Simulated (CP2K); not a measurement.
# C3H5ClSi (SMILES C#CC([SiH3])Cl): GFN0-xTB

What is the energy change on altering one bond length of C3H5ClSi at GFN0-xTB? 

Program for the calculation: CP2K 2026.2.

5 further runs of the same task are left out: 1 that didn't finish, 4 set aside as unsound or not needed.

## 1. The system as given

The species is C3H5ClSi (10 atoms), meant as a singlet with charge 0. As SMILES, `C#CC([SiH3])Cl`. The coordinates come from a GFN2-xTB relaxation.

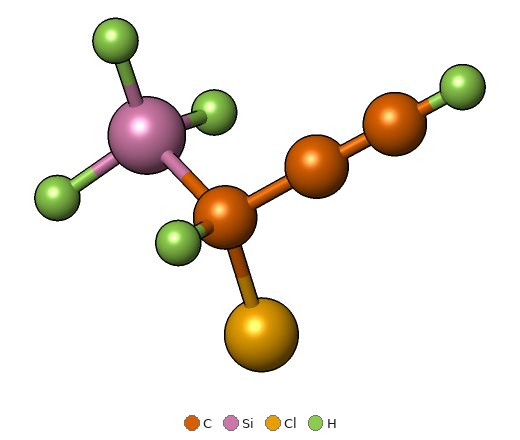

The structure, seen from a chosen angle (carbon orange, silicon pink, chlorine amber, hydrogen green).

## 2. A single-point energy at GFN0-xTB

File molecule.inp:

```
&GLOBAL
  PROJECT_NAME molecule
  RUN_TYPE ENERGY
  PRINT_LEVEL MEDIUM
&END GLOBAL
&FORCE_EVAL
  METHOD QUICKSTEP
  &DFT
    &QS
      METHOD XTB
      EPS_DEFAULT 1.0E-10
      &XTB
        GFN_TYPE 0
        CHECK_ATOMIC_CHARGES F
      &END XTB
    &END QS
    &POISSON
      PERIODIC NONE
      POISSON_SOLVER ANALYTIC
    &END POISSON
    &SCF
      SCF_GUESS ATOMIC
      EPS_SCF 1.0E-07
      MAX_SCF 150
      ADDED_MOS 4
      &DIAGONALIZATION
        ALGORITHM STANDARD
      &END DIAGONALIZATION
      &MIXING
        METHOD DIRECT_P_MIXING
        ALPHA 0.4
      &END MIXING
    &END SCF
    &PRINT
      &MOMENTS
        PERIODIC F
        REFERENCE COM
        MAX_MOMENT 1
      &END MOMENTS
      &MO ON
        ENERGIES T
        OCCUPATION_NUMBERS T
        NDIGITS 6
        &EACH
          QS_SCF 0
        &END EACH
        ADD_LAST NUMERIC
      &END MO
      &HIRSHFELD OFF
      &END HIRSHFELD
    &END PRINT
  &END DFT
  &SUBSYS
    &CELL
      ABC 16.7 15.8 15.4
      PERIODIC NONE
    &END CELL
    &COORD
      C     -1.822380     1.407900     0.678060
      C     -0.942180     0.907400     0.037160
      C      0.079810     0.248720    -0.717840
      Si     1.135090    -0.969790     0.333260
      Cl    -0.690570    -0.745500    -2.026170
      H     -2.580650     1.875160     1.231680
      H      0.694160     0.986860    -1.236180
      H      1.781950    -0.182720     1.384540
      H      2.113480    -1.559000    -0.577310
      H      0.231290    -1.969030     0.892790
    &END COORD
    &TOPOLOGY
      &CENTER_COORDINATES
      &END CENTER_COORDINATES
    &END TOPOLOGY
  &END SUBSYS
&END FORCE_EVAL
```

Launch:

```bash
$ OMP_NUM_THREADS=1 cp2k.psmp molecule.inp > molecule.out
```

What it wrote:

```text
CP2K| version string:                                       CP2K version 2026.2
[...]
 GLOBAL| Method name                                                        CP2K
[...]
 GLOBAL| Run type                                                         ENERGY
[...]
                             - Atoms:                                         10
[...]
                             - Spherical basis functions:                     40
[...]
 Number of electrons:                                                         28
[...]
 TB_DIPOLE| Moment [Debye]          2.43552000      -0.25909779       1.34669042
 TB_DIPOLE| Derivative [a.u.]       0.00000000       0.00000000       0.00000000
[...]
 ENERGY| Total FORCE_EVAL ( QS ) energy [hartree]            -15.172911510012336
[...]
```

Wall time 0.4 s (1 thread of Arm Neoverse N1, shared host); peak memory 0.14 GiB.

## 3. The distorted shape, same level

File gas.inp:

```
&GLOBAL
  PROJECT gas
  RUN_TYPE ENERGY
  PRINT_LEVEL MEDIUM
&END GLOBAL

&FORCE_EVAL
  METHOD Quickstep
  &DFT
    CHARGE 0
    MULTIPLICITY 1
    &QS
      METHOD XTB
      EPS_DEFAULT 1.0E-10
      &XTB
        GFN_TYPE 0
        CHECK_ATOMIC_CHARGES F
      &END XTB
    &END QS
    &POISSON
      PERIODIC NONE
      POISSON_SOLVER ANALYTIC
    &END POISSON
    ! self-consistent field
    &SCF
      SCF_GUESS ATOMIC
      EPS_SCF 1.0E-07
      MAX_SCF 150
      ADDED_MOS 4
      &DIAGONALIZATION
        ALGORITHM STANDARD
      &END DIAGONALIZATION
      &MIXING
        METHOD DIRECT_P_MIXING
        ALPHA 0.4
      &END MIXING
    &END SCF
    &PRINT
      &MOMENTS
        PERIODIC F
        REFERENCE COM
        MAX_MOMENT 1
      &END MOMENTS
      &MO ON
        ENERGIES T
        OCCUPATION_NUMBERS T
        NDIGITS 6
        &EACH
          QS_SCF 0
        &END EACH
        ADD_LAST NUMERIC
      &END MO
      &HIRSHFELD OFF
      &END HIRSHFELD
    &END PRINT
  &END DFT
  ! atoms, cell and kinds
  &SUBSYS
    &CELL
      ABC [angstrom] 16.8 15.9 15.4
      PERIODIC NONE
    &END CELL
    &COORD
      C     -1.670694     1.314429     0.567313
      C     -0.790494     0.813929    -0.073587
      C      0.231496     0.155249    -0.828587
      Si     1.286776    -1.063261     0.222513
      Cl    -0.538884    -0.838971    -2.136917
      H     -2.580650     1.875160     1.231680
      H      0.845846     0.893389    -1.346927
      H      1.933636    -0.276191     1.273793
      H      2.265166    -1.652471    -0.688057
      H      0.382976    -2.062501     0.782043
    &END COORD
    &TOPOLOGY
      &CENTER_COORDINATES
      &END CENTER_COORDINATES
    &END TOPOLOGY
  &END SUBSYS
&END FORCE_EVAL
```

Launch:

```bash
$ OMP_NUM_THREADS=1 cp2k.psmp -i gas.inp -o gas.out
```

What it wrote:

```text
CP2K| version string:                                       CP2K version 2026.2
[...]
 GLOBAL| Method name                                                        CP2K
[...]
 GLOBAL| Run type                                                         ENERGY
[...]
                             - Atoms:                                         10
[...]
                             - Spherical basis functions:                     40
[...]
 Number of electrons:                                                         28
[...]
 TB_DIPOLE| Moment [Debye]          2.60811156      -0.36899524       1.21718270
 TB_DIPOLE| Derivative [a.u.]       0.00000000       0.00000000       0.00000000
[...]
 ENERGY| Total FORCE_EVAL ( QS ) energy [hartree]            -15.154782268054937
[...]
```

It took 0.4 s on 1 thread of Arm Neoverse N1, shared host; peak memory 0.14 GiB.

## 4. Outcome

Level: GFN0-xTB.

```
                                                         quantity         value
                                        first shape: total energy  -15.17291 Eh
           first shape: dipole moment (from atomic charges alone)        2.80 D
                                         first shape: HOMO energy     -11.19 eV
                                         first shape: LUMO energy      -6.93 eV
                                       first shape: HOMO–LUMO gap       4.26 eV
                                   first shape: dispersion energy  -8.72 kJ/mol
                                    distorted shape: total energy  -15.15478 Eh
       distorted shape: dipole moment (from atomic charges alone)        2.90 D
                                     distorted shape: HOMO energy     -11.19 eV
                                     distorted shape: LUMO energy      -6.93 eV
                                   distorted shape: HOMO–LUMO gap       4.26 eV
                               distorted shape: dispersion energy  -8.70 kJ/mol
energy change with the C1–H6 bond stretched from 1.049 to 1.259 Å      0.493 eV
```

With the C1–H6 bond stretched from 1.049 to 1.259 Å the energy rises by 0.49 eV (47.6 kJ/mol). The first shape isn't relaxed at this level, so the change isn't measured from a minimum. The dipole (first shape) comes from point charges on the atoms alone, without atomic dipoles, so it is partial. The dipole (distorted shape) comes from point charges on the atoms alone, without atomic dipoles, so it is partial.
